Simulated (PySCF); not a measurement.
BF₃, SMILES `FB(F)F`.

Computed with PySCF, B3LYP/def2-TZVP, geometry: GFN2-xTB. No frequency check shows the geometry to be a minimum.

Cartesian coordinates (Å):

```
F1      -1.2997   -0.0422    0.0000
B2       0.0000    0.0000    0.0000
F3       0.6133    1.1467    0.0000
F4       0.6864   -1.1045    0.0000
```

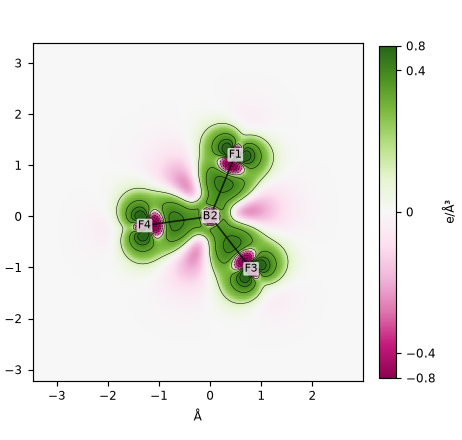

Deformation density (molecule less spherical, spin-averaged free atoms) in the molecular plane; colour scale in e/Å³, logarithmic beyond ±0.1; green: gain, pink: loss.

Question: Describe the bonding that the map shows.

Answer: B2–F3, B2–F4 and F1–B2: +0.34 e/Å³ at the bond critical point (bond length 1.30 Å, Mayer order 1.2). In all, 0.9 electrons gather in the regions of gain relative to the promolecule.

Question: Where do the Hirshfeld charges lie?

Answer: The highest Hirshfeld charge is on B2 (+0.41 e), the lowest on F1, F3 and F4 (−0.14 e).
